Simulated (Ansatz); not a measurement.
**CCSD(T)/aug-cc-pVTZ run of PH3 (phosphine)**

What is the electronic atomisation energy of PH3 (phosphine) at CCSD(T)/aug-cc-pVTZ? 

The calculation is run with Ansatz 0.2.0.

34 further runs of the same task are left out: 34 set aside as unsound or not needed.

## 1. Starting point

The species is PH3 (4 atoms), meant as a singlet with charge 0. As SMILES, `P`. Geometry: relaxed at PBE0-D4/def2-TZVP.

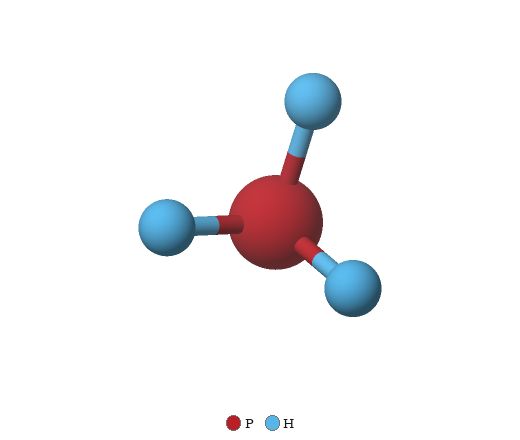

The structure, seen from a chosen angle (phosphorus red, hydrogen blue).

## 2. The energy at CCSD(T)/aug-cc-pVTZ

in.yaml

```yaml
crystal:
  periodic: [false, false, false]
  atoms:
    - {symbol: P, position_ang: [0.346000, -0.326500, -0.332800]}
    - {symbol: H, position_ang: [0.630900, -0.034000, 1.027000]}
    - {symbol: H, position_ang: [-1.005500, -0.663000, -0.057200]}
    - {symbol: H, position_ang: [0.028700, 1.023500, -0.636900]}
basis:
  gaussian:
    orbitals: aug-cc-pVTZ
total_charge: 0
correlation:
  method: ccsd_t
  frozen_orbitals: {H: 0, P: 5}
accuracy: high
scf:
  omitted_lower_state_checks: [cluster_reference, increment]
```

Launch:

```sh
$ ansatz run in.yaml --threads 1 --pin off --max-ram 3480MiB --events-out events.jsonl --progress --plain --runs-dir runs
```

The program printed:

```text
Warning: RAYON_NUM_THREADS=1 ignored (pool sized by the plan → 1); use --threads N
[... 11 lines left out ...]
5 core orbitals not correlated: weight in the atoms' cores, before any rotation towards them, 1.000 or more for the frozen orbitals, at most 0.000 for the correlated occupied ones
[... 23 lines left out ...]
Total energy: -9325.24105691 eV, -342.6962879659 hartree
Checks for a lower state left out: cluster_reference, increment
```

Run time: 11 s. Hardware: 1 thread of Intel Xeon Platinum 8488C (Sapphire Rapids), shared host; peak memory 1.1 GiB.

## 3. The H atom: the energy at UHF/aug-cc-pVTZ

run.yaml

```yaml
crystal:
  periodic: [false, false, false]
  atoms:
    - {symbol: H, position_ang: [0.000000, 0.000000, 0.000000]}
basis:
  gaussian: {orbitals: aug-cc-pVTZ}
accuracy: high
hamiltonian: {xc: hf}
magnetization: {spin_polarized: true, initial_magnetization: 1}
```

Run the same way, it converges to -0.49982 Eh (log not shown).

## 4. The P atom at the same level

run.yaml

```yaml
crystal:
  periodic: [false, false, false]
  atoms:
    - {symbol: P, position_ang: [0.000000, 0.000000, 0.000000]}
basis:
  gaussian: {orbitals: aug-cc-pVTZ}
magnetization: {spin_polarized: true, initial_magnetization: 3}
correlation: {method: ccsd_t, frozen_orbitals: {P: 5}}
accuracy: high
scf: {omitted_lower_state_checks: [cluster_reference, increment]}
```

Run the same way, it converges to -340.82221 Eh (log not shown).

## 5. Outcome

Level: CCSD(T)/aug-cc-pVTZ, 5 core orbitals frozen.

```
                                             quantity          value
                               molecule: total energy  -342.69629 Eh
molecule: correlation energy (5 core orbitals frozen)     -208.7 mEh
                             molecule: (T) correction      -7.15 mEh
                              molecule: T1 diagnostic          0.014
                                 H atom: total energy    -0.49982 Eh
                                         H atom: ⟨S²⟩          0.750
                                 P atom: total energy  -340.82221 Eh
  P atom: correlation energy (5 core orbitals frozen)     -105.7 mEh
                               P atom: (T) correction      -3.99 mEh
            P atom: ⟨S²⟩ of the reference determinant          3.751
                                P atom: T1 diagnostic          0.004
                        electronic atomisation energy      10.194 eV
```

**Reading.** Taking the molecule apart into free atoms costs 10.19 eV (984 kJ/mol), before zero-point energy and without spin-orbit coupling. The triples (molecule) make up 3.4 % of the correlation energy. The triples (P atom) make up 3.8 % of the correlation energy.
